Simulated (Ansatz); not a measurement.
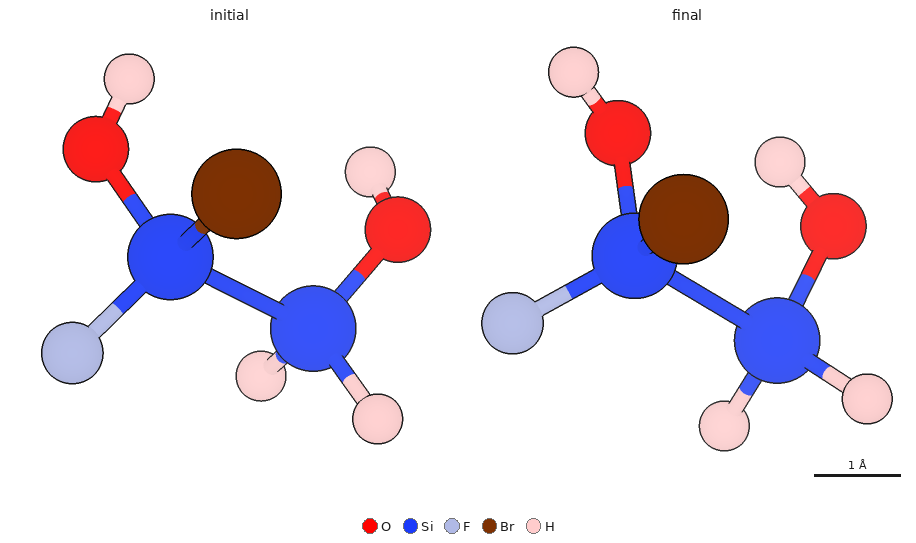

The structure of Si₂H₄O₂BrF before (left) and after (right) a relaxation, at one scale.

A ball-and-stick model, seen from a free direction.

The run prepares an end point of a later path (torsion) calculation, from a guessed geometry.

All numbers below come from Ansatz, RKS PBE-D4/def2-SVP. (no spin polarisation; force threshold 0.015 eV/Å; at most 40 steps)

> Summarise the run.

Over 29 accepted moves (34 points after the start) the energy falls by 9.42 kcal/mol. The largest force component goes from 2 to 0.014 eV/Å. The line search rejected the trial steps at points 7, 10, 18, 23, 28 of the run. The forces were under the threshold at step 30, but the run went on from there. The largest move after the best rigid fit is that of an O atom, 0.82 Å. Largest moves by element: O 0.82 Å, H 0.65 Å, F 0.51 Å, Br 0.34 Å, Si 0.16 Å. Among the contacts that change: O–Si 1.612 → 1.684 Å, H–O 0.922 → 0.975 Å, Si–Si 2.318 → 2.350 Å, H–Si 1.476 → 1.507 Å. Among the angles between lasting bonds that change: Si–Si–O 114.6° → 99.3°, O–Si–Si 112.0° → 101.7°, Si–O–H 120.1° → 111.0°. Groups turn about O–Si by about 100°, O–Si by about 45°, Si–Si by about 35°.
